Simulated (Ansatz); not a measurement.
Input

```
crystal:
  periodic: [false, false, false]
  atoms:
    - {symbol: C, position_ang: [0.309150, -0.981896, -1.329911]}
    - {symbol: C, position_ang: [0.475717, -0.208378, -0.024401]}
    - {symbol: C, position_ang: [1.954688, 0.001206, 0.277834]}
    - {symbol: C, position_ang: [-0.186520, -0.963246, 1.119274]}
    - {symbol: N, position_ang: [-0.140967, 1.123884, -0.120626]}
    - {symbol: Ge, position_ang: [-1.879276, 1.433175, 0.103482]}
    - {symbol: F, position_ang: [-2.250381, 2.965270, -0.558198]}
    - {symbol: F, position_ang: [-2.964164, 0.308463, -0.607435]}
    - {symbol: F, position_ang: [-2.365410, 1.470829, 1.740795]}
    - {symbol: H, position_ang: [0.762644, -0.436447, -2.162019]}
    - {symbol: H, position_ang: [-0.748466, -1.134396, -1.557102]}
    - {symbol: H, position_ang: [0.791401, -1.960554, -1.268191]}
    - {symbol: H, position_ang: [2.437224, 0.571363, -0.521132]}
    - {symbol: H, position_ang: [2.469538, -0.958473, 0.359566]}
    - {symbol: H, position_ang: [2.080767, 0.548698, 1.213400]}
    - {symbol: H, position_ang: [-1.246839, -1.149871, 0.916481]}
    - {symbol: H, position_ang: [-0.102951, -0.408173, 2.055516]}
    - {symbol: H, position_ang: [0.287432, -1.937271, 1.250099]}
    - {symbol: H, position_ang: [0.274515, 1.711318, -0.830935]}
basis:
  gaussian: {orbitals: def2-TZVPP}
hamiltonian: {xc: pbe0, dispersion: d4}
output: {orbitals: {seedname: orbitals}}
```

Launched as:

```sh
ansatz run in.yaml --threads 4 --pin off --events-out ev --progress --plain --max-ram 66560MiB --backend cuda --devices 0, --max-vram 37GiB
```

Geometry: PBE0-D4/def2-TZVP.

The calculation used RKS PBE0-D4/def2-TZVPP in Ansatz 0.2.0.

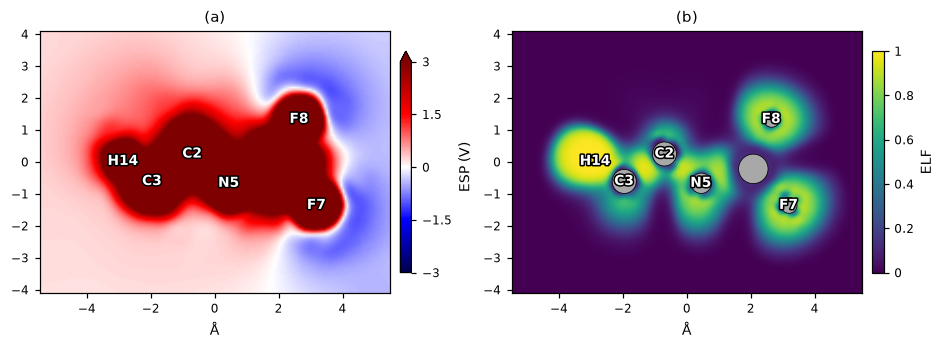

C4H10F3GeN. (a) molecular electrostatic potential; (b) electron localisation function on the plane of atoms C2, C3 and H14. Grey discs cover the atomic cores in the ELF map.

**Interpret the plot.**

Atoms in the plane: C, N, F and H. C–N (1.47 Å): the ELF peaks at about 0.90 between the atoms; localised, covalent bonding. C–C (1.52 Å): the ELF peaks at about 0.95 between the atoms (localised, covalent bonding). C–H (1.09 Å): the ELF climbs to about 1 towards the hydrogen, as it does in any bond to H; an ordinary covalent bond to hydrogen. The ELF also peaks beside F7 and F8, away from the bonds: lone-pair regions. Outside the dense part of the molecule the potential is most negative (−1.0 V) near F8.
